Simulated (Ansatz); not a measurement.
**C2H5ClSn: basis-set convergence**

How large a basis does C2H5ClSn need? Two functionals are run in growing sets.

Program: Ansatz 0.2.0, Gaussian basis. Level of theory: one geometry, several basis sets. These are calculated values, not measurements.

The runs, in order: PBE0-D4/def2-SVP; ωB97M-V/def2-SVP; PBE0-D4/def2-QZVPP; ωB97M-V/def2-QZVPP; the functionals' def2-TZVPP values are taken from earlier runs.

**1. The geometry**

An earlier PBE0-D4 in a triple-zeta def2 set relaxation fixed the geometry. Sn takes the def2 core potential; no spin-orbit term is included.

9 atoms, charge 0, spin multiplicity 1.

Atoms are counted from 1 here; the program's logs count them from 0.

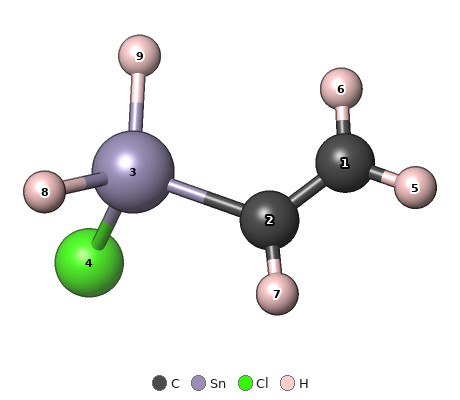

The geometry (carbon dark grey, tin purple, chlorine green, hydrogen pink); atoms are numbered from 1 in the order of the file.

**2. PBE0-D4 in def2-SVP**

in.yaml

```yaml
crystal:
  periodic: [false, false, false]
  atoms:
    - {symbol: C, position_ang: [-0.113796, 1.594324, -0.548981]}
    - {symbol: C, position_ang: [0.432036, 0.389403, -0.658432]}
    - {symbol: Sn, position_ang: [0.036684, -1.136038, 0.749205]}
    - {symbol: Cl, position_ang: [-1.026367, -2.876833, -0.399256]}
    - {symbol: H, position_ang: [0.088775, 2.381939, -1.270778]}
    - {symbol: H, position_ang: [-0.790804, 1.856982, 0.259677]}
    - {symbol: H, position_ang: [1.097579, 0.173433, -1.489915]}
    - {symbol: H, position_ang: [1.431290, -1.848819, 1.418192]}
    - {symbol: H, position_ang: [-1.066997, -0.580692, 1.923188]}
basis:
  gaussian: {orbitals: def2-SVP}
hamiltonian: {xc: pbe0, dispersion: d4}
output: {orbitals: {seedname: orbitals}}
```

Run with:

```sh
ansatz run in.yaml --threads 4 --pin off --events-out ev --progress --plain --max-ram 10444MiB
```

Standard output:

```text
Functional definition: PBE0
  name "PBE0"
  cite "Adamo & Barone, J. Chem. Phys. 110, 6158 (1999) doi:10.1063/1.478522"
  cite "Perdew, Burke & Ernzerhof, Phys. Rev. Lett. 77, 3865 (1996) doi:10.1103/PhysRevLett.77.3865"
  parent pbe
  parameter a = 0.25
  parameter kappa = 0.804
  parameter beta = 0.06672455060314922
  exchange = (1 - a)*pbe_x(kappa = kappa, mu = beta*pi^2/3) + a*exact_x
  correlation = pbe_c(beta = beta)
1048 factors; integrals over basis functions are off by at most 1.4e-3 eV
mean field evaluation 1: about -20492.6349 eV, gradient 4.1e1 eV
mean field evaluation 2: about -20490.2502 eV, gradient 4.9e1 eV
mean field evaluation 4: about -20497.0825 eV, gradient 2.0e0 eV
mean field evaluation 8: about -20497.2374 eV, gradient 2.8e-1 eV
mean field evaluation 16: about -20497.2377 eV, gradient 1.5e-5 eV
mean field -20497.23767098 eV, -753.2595908817 hartree, gradient 1.6e-5 eV, S^2 0.000000; 0 other end points of the search recorded, 0 dependent functions left out
reference -20497.23770100 eV, -753.2595919852 hartree; 28, 28 occupied and 69, 69 virtual orbitals, 1048 factors
Total energy: -20497.41091541 eV, -753.2659574971 hartree
```

It took 0.75 s on 4 threads of Intel Xeon Platinum 8488C, shared host.

**3. ωB97M-V in def2-SVP**

in.yaml, as its differences from that of step 2:

```diff
@@ -14,3 +14,3 @@
   gaussian: {orbitals: def2-SVP}
-hamiltonian: {xc: pbe0, dispersion: d4}
+hamiltonian: {xc: {name: wB97M-V}}
 output: {orbitals: {seedname: orbitals}}
```

The command is unchanged.

Standard output (excerpt; [...] marks lines left out):

```text
Functional definition: wB97M-V
  name "wB97M-V"
  cite "Mardirossian & Head-Gordon, J. Chem. Phys. 144, 214110 (2016) doi:10.1063/1.4952647"
  cite "Becke, J. Chem. Phys. 107, 8554 (1997) doi:10.1063/1.475007"
  cite "Vydrov & Van Voorhis, J. Chem. Phys. 133, 244103 (2010) doi:10.1063/1.3521275"
  # Of w^i u^j: cxij and so on, Table III.
[...]
  gx(w, u) = 1 - cx + cx01*u + cx10*w
  gss(w, u) = css00 + css04*u^4 + css10*w + css20*w^2 + css43*w^4*u^3
  gos(w, u) = cos00 + cos10*w + (cos20 + cos21*u)*w^2 + (cos60 + cos61*u)*w^6
[...]
      + integral(e_c_pw_mod_opposite_spin*gos(b97_w_opposite, b97_u_opposite)) + vv10(b, c)
1048 factors; integrals over basis functions are off by at most 1.4e-3 eV
272 factors; integrals over basis functions are off by at most 9.4e-6 eV
[...]
mean field -20500.65268816 eV, -753.3850904484 hartree, gradient 2.3e-5 eV, S^2 0.000000; 0 other end points of the search recorded, 0 dependent functions left out
reference -20500.65273396 eV, -753.3850921316 hartree; 28, 28 occupied and 69, 69 virtual orbitals, 1048 factors
Total energy: -20500.65273396 eV, -753.3850921316 hartree
```

It took 2.5 s on 4 threads of Intel Xeon Platinum 8488C, shared host.

**4. PBE0-D4 in def2-QZVPP**

in.yaml, as its differences from that of step 3:

```diff
@@ -13,4 +13,4 @@
 basis:
-  gaussian: {orbitals: def2-SVP}
-hamiltonian: {xc: {name: wB97M-V}}
+  gaussian: {orbitals: "def2-QZVPP.json"}
+hamiltonian: {xc: pbe0, dispersion: d4}
 output: {orbitals: {seedname: orbitals}}
```

Same command.

Standard output:

```text
Functional definition: PBE0
  name "PBE0"
  cite "Adamo & Barone, J. Chem. Phys. 110, 6158 (1999) doi:10.1063/1.478522"
  cite "Perdew, Burke & Ernzerhof, Phys. Rev. Lett. 77, 3865 (1996) doi:10.1103/PhysRevLett.77.3865"
  parent pbe
  parameter a = 0.25
  parameter kappa = 0.804
  parameter beta = 0.06672455060314922
  exchange = (1 - a)*pbe_x(kappa = kappa, mu = beta*pi^2/3) + a*exact_x
  correlation = pbe_c(beta = beta)
1487 factors; their error is unknown
mean field evaluation 1: about -20497.8555 eV, gradient 5.4e1 eV
mean field evaluation 2: about -20491.7311 eV, gradient 6.9e1 eV
mean field evaluation 4: about -20504.6760 eV, gradient 4.3e0 eV
mean field evaluation 8: about -20504.7879 eV, gradient 3.1e-1 eV
mean field evaluation 16: about -20504.7880 eV, gradient 7.7e-5 eV
mean field -20504.78798608 eV, -753.5370598439 hartree, gradient 7.7e-5 eV, S^2 0.000000; 0 other end points of the search recorded, 0 dependent functions left out
reference -20504.78802725 eV, -753.5370613570 hartree; 28, 28 occupied and 388, 388 virtual orbitals, 1487 factors
Total energy: -20504.96124166 eV, -753.5434268689 hartree
```

Run time: 4.3 s. Hardware: 4 threads of Intel Xeon Platinum 8488C, shared host; peak memory 1.4 GiB.

**5. ωB97M-V in def2-QZVPP**

in.yaml, as its differences from that of step 4:

```diff
@@ -14,3 +14,3 @@
   gaussian: {orbitals: "def2-QZVPP.json"}
-hamiltonian: {xc: pbe0, dispersion: d4}
+hamiltonian: {xc: {name: wB97M-V}}
 output: {orbitals: {seedname: orbitals}}
```

The command is unchanged.

Standard output (excerpt; [...] marks lines left out):

```text
Functional definition: wB97M-V
  name "wB97M-V"
  cite "Mardirossian & Head-Gordon, J. Chem. Phys. 144, 214110 (2016) doi:10.1063/1.4952647"
  cite "Becke, J. Chem. Phys. 107, 8554 (1997) doi:10.1063/1.475007"
  cite "Vydrov & Van Voorhis, J. Chem. Phys. 133, 244103 (2010) doi:10.1063/1.3521275"
  # Of w^i u^j: cxij and so on, Table III.
[...]
  gx(w, u) = 1 - cx + cx01*u + cx10*w
  gss(w, u) = css00 + css04*u^4 + css10*w + css20*w^2 + css43*w^4*u^3
  gos(w, u) = cos00 + cos10*w + (cos20 + cos21*u)*w^2 + (cos60 + cos61*u)*w^6
[...]
      + integral(e_c_pw_mod_opposite_spin*gos(b97_w_opposite, b97_u_opposite)) + vv10(b, c)
1454 factors; their error is unknown
332 factors; integrals over basis functions are off by at most 3.5e-5 eV
[...]
mean field -20508.31342241 eV, -753.6666172396 hartree, gradient 1.5e-5 eV, S^2 0.000000; 0 other end points of the search recorded, 0 dependent functions left out
reference -20508.31348773 eV, -753.6666196399 hartree; 28, 28 occupied and 388, 388 virtual orbitals, 1454 factors
Total energy: -20508.31348773 eV, -753.6666196399 hartree
```

Run time: 9 s. Hardware: 4 threads of Intel Xeon Platinum 8488C, shared host; peak memory 1.7 GiB.

**6. Functionals by basis**

The def2-TZVPP values come from earlier runs at the same geometry.

| functional | basis | functions | energy (eV) | from the largest (eV) | HOMO (eV) | LUMO (eV) |
| --- | --- | --- | --- | --- | --- | --- |
| PBE0-D4 | def2-SVP | 97 | -20497.4109 | 7.550 | -8.14 | -0.87 |
| PBE0-D4 | def2-TZVPP | 224 | -20504.4105 | 0.551 | -8.29 | -1.04 |
| PBE0-D4 | def2-QZVPP | 416 | -20504.9612 | 0.000 | -8.31 | -1.09 |
| ωB97M-V | def2-SVP | 97 | -20500.6527 | 7.661 | -10.30 | 1.15 |
| ωB97M-V | def2-TZVPP | 224 | -20507.7813 | 0.532 | -10.48 | 0.84 |
| ωB97M-V | def2-QZVPP | 416 | -20508.3135 | 0.000 | -10.51 | 0.67 |

**7. Outcome**

| quantity | value |
| --- | --- |
| PBE0-D4: double and triple zeta above quadruple | 7.55, 0.55 eV |
| ωB97M-V: double and triple zeta above quadruple | 7.66, 0.53 eV |

For PBE0-D4 the step from double to triple zeta gains 7.00 eV and the next only 0.55 eV. These are total energies; as a rule much of such shifts cancels in differences, which this series doesn't test.

For PBE0-D4 the largest set took about 6 times as long as the smallest (4.3 s against 0.75 s).
